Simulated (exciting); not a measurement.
# Electron–core-hole interaction in the Se K spectrum of Lu2SeO2

Aim: the Se K absorption edge of Lu2SeO2 with the electron–hole interaction treated explicitly, and what each term of the kernel does.

Main program and level: exciting sodium; X-ray absorption, core-level Bethe-Salpeter equation, exchange and statically screened direct term, Tamm-Dancoff, all-electron LAPW+lo LDA.

## (1) The starting structure

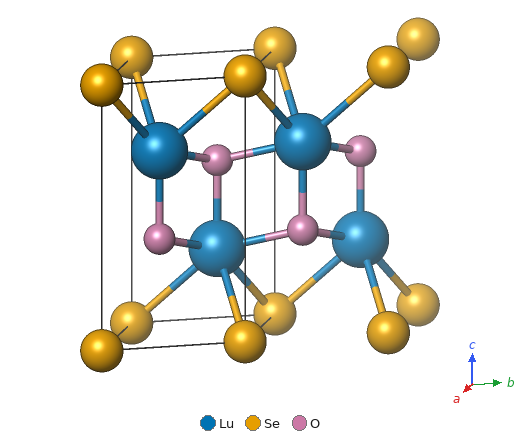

The cell as given, slightly off an axis (lutetium blue, selenium orange, oxygen pink). 1×2×1 cells are drawn. Bonds to atoms that aren't drawn are left out. Some periodic images of atoms are drawn too.

As a file:

```xyz
5
Lattice="3.7161 0.0000 0.0000 -1.8580 3.2182 0.0000 0.0000 0.0000 6.6468" Properties=species:S:1:pos:R:3 pbc="T T T"
Lu    1.8580    1.0727    4.6980
Lu    0.0000    2.1455    1.9489
Se    0.0000    0.0000    0.0000
O     1.8580    1.0727    2.4919
O     0.0000    2.1455    4.1550
```

Differences between curves are given as r.m.s. difference over r.m.s. height.

## (2) The self-consistent potential

The species files are the program's own, with muffin-tin radii set in the input.

Input file input.xml:

```
<input>
  <title>Lu2SeO2</title>
  <structure speciespath="." autormt="false" epslat="1.0e-5">
    <crystal>
      <basevect>7.0223729230 0.0000000000 0.0000000000</basevect>
      <basevect>-3.5111864615 6.0815533462 0.0000000000</basevect>
      <basevect>0.0000000000 0.0000000000 12.5607002188</basevect>
    </crystal>
    <species speciesfile="Lu.xml" rmt="2.240">
      <atom coord="0.6666666667 0.3333333333 0.7067959200"/>
      <atom coord="0.3333333333 0.6666666667 0.2932040800"/>
    </species>
    <species speciesfile="Se.xml" rmt="2.300">
      <atom coord="0.0000000000 0.0000000000 0.0000000000"/>
    </species>
    <species speciesfile="O.xml" rmt="1.804">
      <atom coord="0.6666666667 0.3333333333 0.3748970700"/>
      <atom coord="0.3333333333 0.6666666667 0.6251029300"/>
    </species>
  </structure>
  <groundstate do="fromscratch" xctype="LDA_PW" ngridk="5 5 2" rgkmax="7" gmaxvr="14" nempty="8" swidth="0.001" maxscl="100" epsengy="1e-5"/>
</input>
```

Started as:

```
> OMP_NUM_THREADS=1 mpirun -n 4 exciting
```

Numbers of over 12 decimals in the logs are rounded to 6 here.

The log of the run:

```text
EXCITING SODIUM started
********************************************************************************
* Ground-state run starting from atomic densities                              *
********************************************************************************
+ Starting initialization                                                      +
[... lattice and species ...]
 Spin treatment                             :    spin-unpolarised
 Number of Bravais lattice symmetries       :      24
[...]
+ Self-consistent loop stopped                                                 +
 STATE.OUT is written
********************************************************************************
* Groundstate module stopped                                                   *
********************************************************************************
 Total time spent (seconds)                 :        61.26
- CAUTION! Warnings have been written in file WARNING.OUT !                    -
| EXCITING SODIUM stopped                                                      =
[key lines of the parts left out:]
Total energy                               :    -31721.78533666
Fermi energy                               :         0.31303630
```

Wall time 63 s (4 MPI ranks of Intel Xeon at 2.70GHz, shared host).

The warnings file holds hints only, no warning.

The mesh shows a gap of 1.81 eV. Core levels (Dirac, from the valence top):

| atom | level | energy (eV) |
| --- | --- | --- |
| Se | 2s1/2 | -1597.1 |
| Se | 2p1/2 | -1433.5 |
| Se | 2p3/2 | -1391.8 |
| Se | 3s1/2 | -205.7 |
| Se | 3p1/2 | -149.8 |
| Se | 3p3/2 | -143.9 |

## (3) A richer basis for the empty states

Each species file gets more local orbitals, built from u and its energy derivative at 0.15 Ha and u at 0.9 Ha.

input.xml is that of step 2.

Input file SPECIES.xml, added lines:

```
<lo l="L">  <!-- L = 0, 1, 2, and 3 from Cs on -->
  <wf matchingOrder="0" trialEnergy="0.1500" searchE="false"/>
  <wf matchingOrder="1" trialEnergy="0.1500" searchE="false"/>
  <wf matchingOrder="0" trialEnergy="0.9000" searchE="false"/>
</lo>
```

Started as:

```
> OMP_NUM_THREADS=1 mpirun -n 4 exciting
```

The log of the run:

```text
EXCITING SODIUM started
********************************************************************************
* Ground-state run starting from atomic densities                              *
********************************************************************************
+ Starting initialization                                                      +
[... lattice and species ...]
 Spin treatment                             :    spin-unpolarised
 Number of Bravais lattice symmetries       :      24
[...]
+ Self-consistent loop stopped                                                 +
 STATE.OUT is written
********************************************************************************
* Groundstate module stopped                                                   *
********************************************************************************
 Total time spent (seconds)                 :        74.43
- CAUTION! Warnings have been written in file WARNING.OUT !                    -
| EXCITING SODIUM stopped                                                      =
[key lines of the parts left out:]
Total energy                               :    -31721.78733649
Fermi energy                               :         0.31304591
```

Run time: 76 s. Hardware: 4 MPI ranks.

Against the first ground state the total energy moves by -11 meV an atom and the gap by -0.02 eV.

## (4) Screening, kernels and BSE for Se atom 3

The absorber has 6 Lu at 2.90 Å, 6 O at 3.29 Å and 6 Se at 3.72 Å (18-fold, site symmetry -3m).

Changes to input.xml since step 3:

```diff
@@ -20,3 +20,20 @@
   </structure>
-  <groundstate do="fromscratch" xctype="LDA_PW" ngridk="5 5 2" rgkmax="7" gmaxvr="14" nempty="8" swidth="0.001" maxscl="100" epsengy="1e-5"/>
+  <groundstate do="skip" xctype="LDA_PW" ngridk="5 5 2" rgkmax="7" gmaxvr="14" nempty="8" swidth="0.001" maxscl="100" epsengy="1e-5"/>
+  <xs xstype="BSE" ngridk="4 4 2" ngridq="4 4 2" vkloff="0.097 0.273 0.493" rgkmax="7" nempty="42" gqmax="3" lmaxapwwf="5" lmaxemat="2" broad="0.04300" tevout="true">
+    <energywindow intv="457.986 459.603" points="439"/>
+    <screening screentype="full" nempty="65"/>
+    <BSE xas="true" xasspecies="2" xasatom="1" xasedge="K" bsetype="singlet" nstlxas="1 38"/>
+    <qpointset>
+      <qpoint>0 0 0</qpoint>
+    </qpointset>
+    <plan>
+      <doonly task="xsgeneigvec"/>
+      <doonly task="writepmatxs"/>
+      <doonly task="scrgeneigvec"/>
+      <doonly task="scrwritepmat"/>
+      <doonly task="screen"/>
+      <doonly task="scrcoulint"/>
+      <doonly task="exccoulint"/>
+    </plan>
+  </xs>
 </input>
```

Input file input.xml for the last start (plan only):

```
  <plan>
    <doonly task="bse"/>
  </plan>
```

Started as:

```
> OMP_NUM_THREADS=1 mpirun -n 4 exciting
> OMP_NUM_THREADS=4 exciting
```

The log of the run:

```text
| EXCITING SODIUM started for task xsgeneigvec ( 301)                          =
One-shot GS runs for BSE calculations
One-shot GS runs for k+qmt/2 grids
Info(xsgeneigvec): Generating eigenvectors for Q-point      1
Info(xsgeneigvec): Generation of eigenvectors finished
| EXCITING SODIUM started for task writepmatxs ( 320)                          =
Info(writepmatxs): Momentum matrix elements finished
| EXCITING SODIUM started for task scrgeneigvec ( 401)                         =
One-shot GS runs for BSE calculations
One-shot GS runs for k+qmt/2 grids
[...]
Info(setup_bse_block): Setting up RR part of hamiltonian
Info(setup_bse_block): Singlet spin state
Info(bse): Diagonalizing RR Hamiltonian (TDA)
Info(bse): Invoking Lapack routine ZHEEVR
      2432 eigen solutions found in the interval:
         i1=       1 i2=    2432
Info(bse): Writing excition energies and oscillator strengths to text file.
Info(makespectrum_dist): Making spectrum using formula for coupling with time reversed AR basis.
Info(makespectrum_dist): Using formalism for vanishing momentum transfer.
Info(writederived): Writing quantities derived from the macroscopic dielectric function.
Info(bselauncher): Spectrum finished for iqmt=  1
Info(bselauncher): All done for BSE type singlet
```

It took 16 min on 4 MPI ranks.

Wall time by task: xsgeneigvec 15 s, writepmatxs 11 s, scrgeneigvec 7.7 s, scrwritepmat 8 s, screen 2.1 min, scrcoulint 3.2 min, exccoulint 9.4 min, bse 14 s.

The Se K spectrum of Se atom 3 (energy from the Kohn–Sham onset, core level to the lowest empty state found on the meshes used, 12474.43 eV; the ground-state mesh sets it, and the shifted mesh has its lowest transition 0.37 eV above it; Im ε scaled to the maximum of the singlet run; cut below the end of the band set):

| E (eV) | isotropic | ε ⊥ c | ε ∥ c |
| --- | --- | --- | --- |
| -7.0 | 0.02 | 0.02 | 0.02 |
| -6.0 | 0.03 | 0.03 | 0.03 |
| -5.0 | 0.03 | 0.03 | 0.04 |
| -4.0 | 0.04 | 0.04 | 0.05 |
| -3.0 | 0.06 | 0.05 | 0.06 |
| -2.0 | 0.08 | 0.08 | 0.09 |
| -1.0 | 0.12 | 0.12 | 0.14 |
| 0.0 | 0.22 | 0.20 | 0.25 |
| 1.0 | 0.37 | 0.37 | 0.37 |
| 2.0 | 0.55 | 0.57 | 0.51 |
| 3.0 | 0.67 | 0.67 | 0.66 |
| 4.0 | 0.84 | 0.75 | 1.03 |
| 5.0 | 0.99 | 0.86 | 1.26 |
| 6.0 | 0.74 | 0.70 | 0.84 |
| 7.0 | 0.59 | 0.61 | 0.54 |
| 8.0 | 0.49 | 0.53 | 0.40 |
| 9.0 | 0.39 | 0.42 | 0.34 |
| 10.0 | 0.31 | 0.34 | 0.27 |
| 11.0 | 0.30 | 0.31 | 0.26 |
| 12.0 | 0.29 | 0.29 | 0.29 |
| 13.0 | 0.26 | 0.26 | 0.26 |
| 14.0 | 0.24 | 0.25 | 0.24 |
| 15.0 | 0.23 | 0.22 | 0.24 |
| 16.0 | 0.23 | 0.22 | 0.25 |
| 17.0 | 0.25 | 0.24 | 0.25 |
| 18.0 | 0.25 | 0.26 | 0.24 |
| 19.0 | 0.27 | 0.28 | 0.25 |
| 20.0 | 0.25 | 0.27 | 0.21 |
| 21.0 | 0.20 | 0.22 | 0.16 |
| 22.0 | 0.18 | 0.20 | 0.14 |

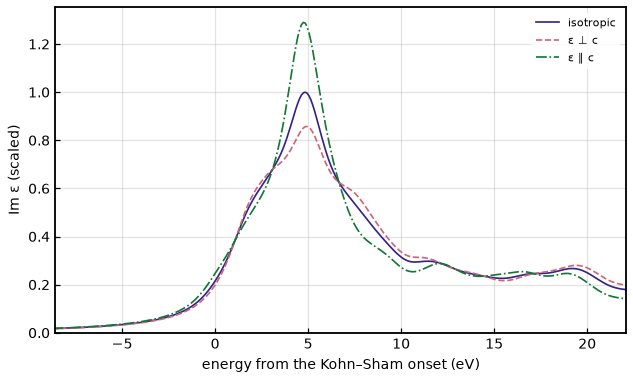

The Se K edge of Se atom 3.

Maxima (height): 4.8 eV (1.00) and 19.2 eV (0.27).

The Hamiltonian has 2432 rows. The lowest groups of eigenvalues and the brightest ones, on the scale above (the program counts from the shifted mesh's onset, 0.37 eV higher). Core spinors bring spin-forbidden partners, so dark means forbidden by spin or by symmetry, and the shifted mesh splits states that symmetry would keep together:

| energy (eV) | states within 10 meV | relative strength |
| --- | --- | --- |
| -0.225 | 2 | 9.1e-4 |
| -0.039 | 2 | 0.036 |
| -0.029 | 2 | 0.03 |
| 0.070 | 2 | 0.038 |
| 0.109 | 2 | 0.0093 |
| 0.195 | 2 | 0.011 |
| 0.241 | 2 | 0.064 |
| 4.685 | 4 | 0.51 |
| 4.755 | 2 | 1.00 |
| 4.794 | 2 | 0.73 |
| 4.841 | 2 | 0.39 |
| 4.910 | 4 | 0.77 |
| 4.945 | 2 | 0.42 |
| 5.042 | 2 | 0.40 |

## (5) Independent particles

Changes to input.xml since step 4:

```diff
@@ -24,3 +24,3 @@
     <screening screentype="full" nempty="65"/>
-    <BSE xas="true" xasspecies="2" xasatom="1" xasedge="K" bsetype="singlet" nstlxas="1 38"/>
+    <BSE xas="true" xasspecies="2" xasatom="1" xasedge="K" bsetype="IP" nstlxas="1 38"/>
     <qpointset>
@@ -29,9 +29,3 @@
     <plan>
-      <doonly task="xsgeneigvec"/>
-      <doonly task="writepmatxs"/>
-      <doonly task="scrgeneigvec"/>
-      <doonly task="scrwritepmat"/>
-      <doonly task="screen"/>
-      <doonly task="scrcoulint"/>
-      <doonly task="exccoulint"/>
+      <doonly task="bse"/>
     </plan>
```

Started as:

```
> OMP_NUM_THREADS=4 exciting
```

The log of the run:

```text
| EXCITING SODIUM started for task bse ( 445)                                  =
Info(bselauncher): Init time:    1.751163
Info(bselauncher): Setting up and diagonalizing BSE Hamiltonian.
Info(bselauncher): Using momentum transfer vectors from list :   1 to  1
Info(bselauncher): Distributing qmt-points over   1 processes.
Info(bselauncher): BSE type: IP
Info(bselauncher): Momentum transfer list index: iqmt=  1
Info(bselauncher): Momentum transfer: vqmtl=   0.000   0.000   0.000
Info(bse): Inspecting occupations...
Info(setranges_modxs): Number of non-reduced k-points:       32
[...]
highest unoccupied state:  77
  Opening gap with a scissor of:      0.000/H      0.000/eV
Info(select_transitions): Number of participating transitions:    2432
Info(bse): Selecting transitions...
Info(bse):bsegap (eV): 12474.798989
Info(bse): IP requested, nothing much to do
Info(bse): Writing excition energies and oscillator strengths to text file.
Info(makespectrum_dist): Making spectrum using formula for coupling with time reversed AR basis.
Info(makespectrum_dist): Using formalism for vanishing momentum transfer.
Info(writederived): Writing quantities derived from the macroscopic dielectric function.
Info(bselauncher): Spectrum finished for iqmt=  1
Info(bselauncher): All done for BSE type IP
```

Elapsed: 3 s, on 4 threads.

Maxima (height): 6.9 eV (0.77) and 20.3 eV (0.35). The spectrum differs from the singlet run by 49 % r.m.s. Moving the earlier curve by +2.7 eV leaves 18 %. The highest maximum lies at 6.9 eV (0.77), against 4.8 eV (1.00).

## (6) Exchange alone

Changes to input.xml since step 5:

```diff
@@ -24,3 +24,3 @@
     <screening screentype="full" nempty="65"/>
-    <BSE xas="true" xasspecies="2" xasatom="1" xasedge="K" bsetype="IP" nstlxas="1 38"/>
+    <BSE xas="true" xasspecies="2" xasatom="1" xasedge="K" bsetype="RPA" nstlxas="1 38"/>
     <qpointset>
```

Started as:

```
> OMP_NUM_THREADS=4 exciting
```

The log of the run:

```text
| EXCITING SODIUM started for task bse ( 445)                                  =
Info(bselauncher): Init time:    1.764368
Info(bselauncher): Setting up and diagonalizing BSE Hamiltonian.
Info(bselauncher): Using momentum transfer vectors from list :   1 to  1
Info(bselauncher): Distributing qmt-points over   1 processes.
Info(bselauncher): BSE type: RPA
Info(bselauncher): Momentum transfer list index: iqmt=  1
Info(bselauncher): Momentum transfer: vqmtl=   0.000   0.000   0.000
Info(bse): Inspecting occupations...
Info(setranges_modxs): Number of non-reduced k-points:       32
[...]
Info(setup_bse_block): Setting up RR part of hamiltonian
Info(setup_bse_block): Using RPA approximation
Info(bse): Diagonalizing RR Hamiltonian (TDA)
Info(bse): Invoking Lapack routine ZHEEVR
      2432 eigen solutions found in the interval:
         i1=       1 i2=    2432
Info(bse): Writing excition energies and oscillator strengths to text file.
Info(makespectrum_dist): Making spectrum using formula for coupling with time reversed AR basis.
Info(makespectrum_dist): Using formalism for vanishing momentum transfer.
Info(writederived): Writing quantities derived from the macroscopic dielectric function.
Info(bselauncher): Spectrum finished for iqmt=  1
Info(bselauncher): All done for BSE type RPA
```

The job ended after 14 s (4 threads).

Maxima (height): 6.9 eV (0.77) and 20.3 eV (0.35). The spectrum is that of the independent-particle run within 1 %.

## (7) Direct term alone

Changes to input.xml since step 6:

```diff
@@ -24,3 +24,3 @@
     <screening screentype="full" nempty="65"/>
-    <BSE xas="true" xasspecies="2" xasatom="1" xasedge="K" bsetype="RPA" nstlxas="1 38"/>
+    <BSE xas="true" xasspecies="2" xasatom="1" xasedge="K" bsetype="triplet" nstlxas="1 38"/>
     <qpointset>
```

Started as:

```
> OMP_NUM_THREADS=4 exciting
```

The log of the run:

```text
| EXCITING SODIUM started for task bse ( 445)                                  =
Info(bselauncher): Init time:    1.568998
Info(bselauncher): Setting up and diagonalizing BSE Hamiltonian.
Info(bselauncher): Using momentum transfer vectors from list :   1 to  1
Info(bselauncher): Distributing qmt-points over   1 processes.
Info(bselauncher): BSE type: triplet
Info(bselauncher): Momentum transfer list index: iqmt=  1
Info(bselauncher): Momentum transfer: vqmtl=   0.000   0.000   0.000
Info(bse): Inspecting occupations...
[...]
Info(setup_bse_block): Setting up RR part of hamiltonian
Info(setup_bse_block): Triplet spin state
Info(bse): Diagonalizing RR Hamiltonian (TDA)
Info(bse): Invoking Lapack routine ZHEEVR
      2432 eigen solutions found in the interval:
         i1=       1 i2=    2432
Info(bse): Writing excition energies and oscillator strengths to text file.
Info(makespectrum_dist): Making spectrum using formula for coupling with time reversed AR basis.
Info(makespectrum_dist): Using formalism for vanishing momentum transfer.
Info(writederived): Writing quantities derived from the macroscopic dielectric function.
Info(bselauncher): Spectrum finished for iqmt=  1
Info(bselauncher): All done for BSE type triplet
```

Wall time 15 s (4 threads).

Maxima (height): 4.8 eV (1.00) and 19.2 eV (0.27). The spectrum is that of the singlet run within 1 %.

(Part 1 of 2 ends here.)

[Banner, clock and machine lines of the logs are left out without a mark of their own.]

[Logs are printed without paths, hosts, clocks, repeated set-up lines and the standing remarks that a program may print on its own settings, such as how far it seeks lower states.]

[Hosts, paths, dates, database ids (printed as entryN), source tags and the programs' standing remarks are cut or masked in the printed files.]
